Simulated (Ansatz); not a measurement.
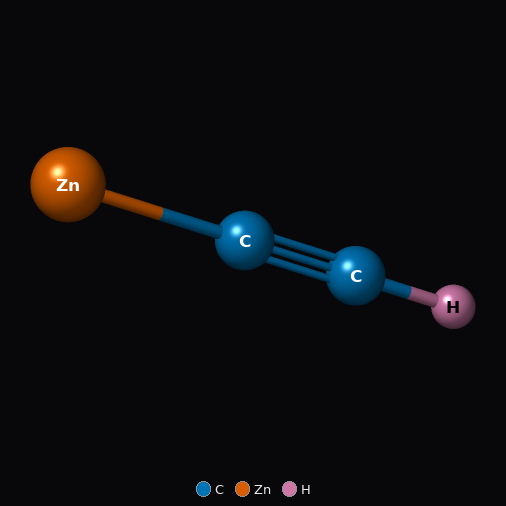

Ball-and-stick drawing of a structure.

Charge 0, doublet.

What is the molecular formula?

C2HZn, 4 atoms: 2 carbon, 1 hydrogen and 1 zinc.

Name some functional groups or characteristic bonds that it holds.

Among them: alkyne.

Count the bonded pairs by element.

1 C–C, 1 C–Zn, 1 C–H.

How many sets of symmetry-equivalent atoms are there?

4: 1 C, 1 C, 1 Zn, 1 H.

More results for the same structure follow; atom numbers are the same in all pictures, views and colours differ. Computed geometry: PBE0-D4/def2-TZVP optimisation. No frequency run is at hand to confirm it as a minimum.

## Geometry

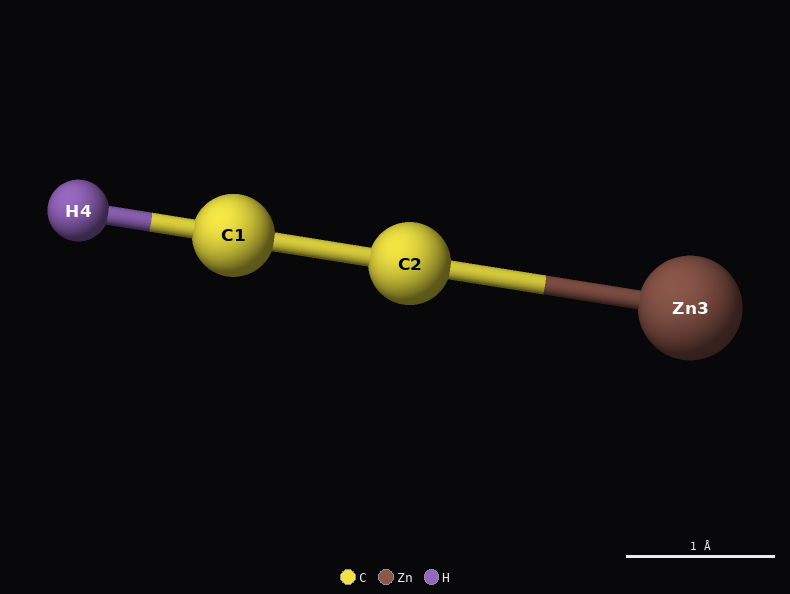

Numbered structure. No frequency run is at hand to confirm it as a minimum.

List the bonds and their lengths.

| bond | length (Å) |
| --- | --- |
| C1–C2 | 1.211 |
| C1–H4 | 1.067 |
| C2–Zn3 | 1.929 |

## Electronic properties

No frequency run is at hand to confirm it as a minimum. Level of theory: UHF-CCSD(T), frozen core with 3s3p of Cu, Zn/def2-TZVPP (Ansatz 0.2.0).

Predict the main results.

- ⟨S²⟩ of the determinant: 0.782
- T1 diagnostic: 0.021

## Dipole moment

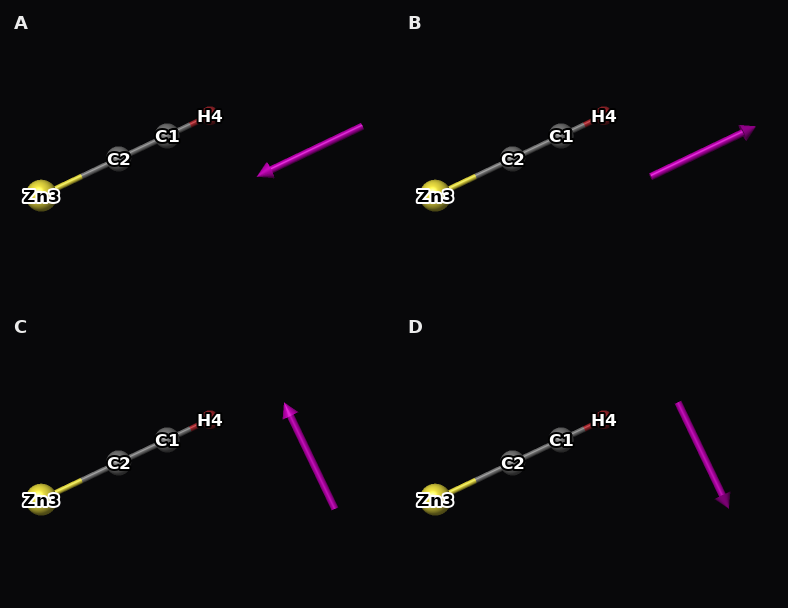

The same molecule four times, each with an arrow. No frequency run is at hand to confirm it as a minimum. Properties computed with UKS PBE0-D4/def2-TZVP (Ansatz 0.2.0).

Which arrow points along the dipole moment, from the negative to the positive end?

A. The dipole moment is 0.64 D; it points from the side of H4 to the side of Zn3 (the outermost atoms at the two ends).

## Charges

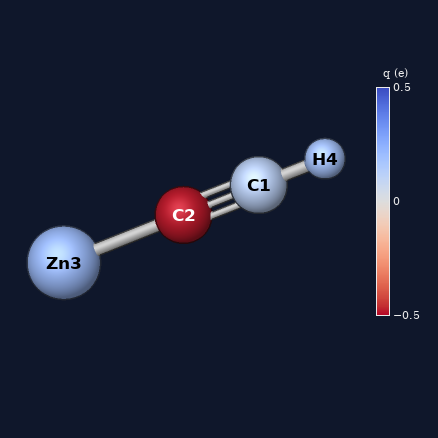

Atoms are coloured by their Mulliken charges. No frequency run is at hand to confirm it as a minimum. Level of theory: UKS PBE0-D4/def2-TZVP (Ansatz 0.2.0).

Which atom carries the highest charge (most positive or least negative)?

Zn3 (0.20 e).

And the lowest?

C2 (−0.48 e).

List the Mulliken charges.

```csv
atom,value (e)
C1,0.11
C2,−0.48
Zn3,0.20
H4,0.17
```

Mulliken values depend strongly on the basis set and can even reverse the polarity of a bond.
